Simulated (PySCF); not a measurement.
# r2SCAN/STO-6G run of [BCl2]+ (SMILES Cl[B+]Cl)

Aim: the vertical singlet–triplet gap of [BCl2]+ at r2SCAN/STO-6G, from 2 runs. 

The results are computed with PySCF 2.14.0.

8 further runs of the same task are left out: 8 set aside as unsound or not needed.

### 1 The structure to begin with

[BCl2]+ has 3 atoms, charge +1, and is taken as a singlet. As SMILES, `Cl[B+]Cl`. Geometry: relaxed at GFN2-xTB.

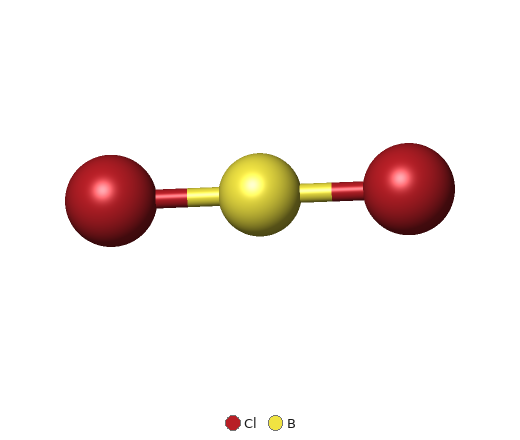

Viewed from a chosen angle; chlorine red, boron yellow.

### 2 The energy at r2SCAN/STO-6G

File job.py:

```python
from pyscf import gto, dft

mol = gto.M(
    atom='''
Cl  -1.238380   0.766480  -0.591300
B    0.000740   0.001360   0.000550
Cl   1.237640  -0.767840   0.590740
''',
    verbose=3,
    max_memory=1860,
    charge=1,
    basis='sto-6g',
    spin=0,
)

mf = dft.RKS(mol)
mf.xc = 'r2scan'
mf.conv_tol = 1e-10
mf.grids.level = 5
mf.kernel()
if not mf.converged:
    mf = mf.newton().run(mf.mo_coeff, mf.mo_occ)

e_final = mf.e_tot
print('E(%s) = %.9f' % ('R2SCAN', e_final))
```

On the command line:

```sh
$ OMP_NUM_THREADS=1 python job.py
```

What it wrote:

```text
converged SCF energy = -941.726211459733
E(R2SCAN) = -941.726211460
```

It took 3.9 s on 1 thread of Arm Neoverse V1, shared host; peak memory 0.21 GiB.

### 3 The triplet at the same level

File run.py:

```python
from pyscf import gto, dft

mol = gto.M(
    atom='Cl -1.238380 0.766480 -0.591300; B 0.000740 0.001360 0.000550; Cl 1.237640 -0.767840 0.590740',
    basis='sto-6g',
    charge=1,
    verbose=3,
    spin=2,
    max_memory=1860,
)

mf = dft.UKS(mol, xc='r2scan')
mf.conv_tol = 1e-10
mf.grids.level = 5
mf.kernel()
if not mf.converged:
    mf = mf.newton().run(mf.mo_coeff, mf.mo_occ)

energy = mf.e_tot
print('E(%s) = %.9f' % ('R2SCAN', energy))
```

On the command line:

```sh
$ OMP_NUM_THREADS=1 python run.py
```

What it wrote:

```text
WARN: HOMO -0.0289684366818823 >= LUMO -0.398639826456991

WARN: HOMO -0.354125406656504 >= LUMO -0.59073875397625

WARN: HOMO -0.338378776039387 >= LUMO -0.591708378959643

WARN: HOMO -0.346378244797904 >= LUMO -0.588506331130592

WARN: HOMO -0.346774335885609 >= LUMO -0.588430110584397

WARN: HOMO -0.347692466345151 >= LUMO -0.588421277466253

WARN: HOMO -0.347511438125102 >= LUMO -0.588580110705739

WARN: HOMO -0.347547385859768 >= LUMO -0.588579049764989

WARN: HOMO -0.347546679086947 >= LUMO -0.588579471497372

WARN: HOMO -0.347545483167937 >= LUMO -0.588579810619413

WARN: HOMO -0.347545515391301 >= LUMO -0.588579858054207

WARN: HOMO -0.347545482178614 >= LUMO -0.588579807322482

WARN: HOMO -0.347545434246492 >= LUMO -0.588579808985258

WARN: HOMO -0.347545511226974 >= LUMO -0.588579798702815

WARN: HOMO -0.347546885238809 >= LUMO -0.588579458570801

WARN: HOMO -0.347570467247236 >= LUMO -0.588573358082988

WARN: HOMO -0.347587986096496 >= LUMO -0.588568692069361

WARN: HOMO -0.347607560113433 >= LUMO -0.58856350832685

WARN: HOMO -0.347609790302275 >= LUMO -0.588562908373383

WARN: HOMO -0.347637841178413 >= LUMO -0.588555391005187

WARN: HOMO -0.347576110706441 >= LUMO -0.588571931225796

WARN: HOMO -0.347553224165448 >= LUMO -0.588578073155626

WARN: HOMO -0.347547916673907 >= LUMO -0.588579501396727

WARN: HOMO -0.347546321639455 >= LUMO -0.588579943158792

converged SCF energy = -941.469774746469  <S^2> = 2.0036344  2S+1 = 3.002422
E(R2SCAN) = -941.469774746
```

Wall time 14 s (1 thread of Arm Neoverse V1, shared host); peak memory 0.23 GiB.

### 4 Outcome

Level: r2SCAN/STO-6G.

| quantity | value |
| --- | --- |
| singlet: total energy | -941.72621 Eh |
| singlet: HOMO energy | -16.50 eV |
| singlet: LUMO energy | -8.71 eV |
| singlet: HOMO–LUMO gap | 7.79 eV |
| triplet: total energy | -941.46977 Eh |
| triplet: HOMO energy (highest over α and β) | -9.46 eV |
| triplet: ⟨S²⟩ | 2.004 |
| vertical energy of the triplet above the singlet | 6.978 eV |

At this shape the triplet lies 6.98 eV (161 kcal/mol) above the singlet. In a minimal basis such a difference can be off by several eV, whatever the method.
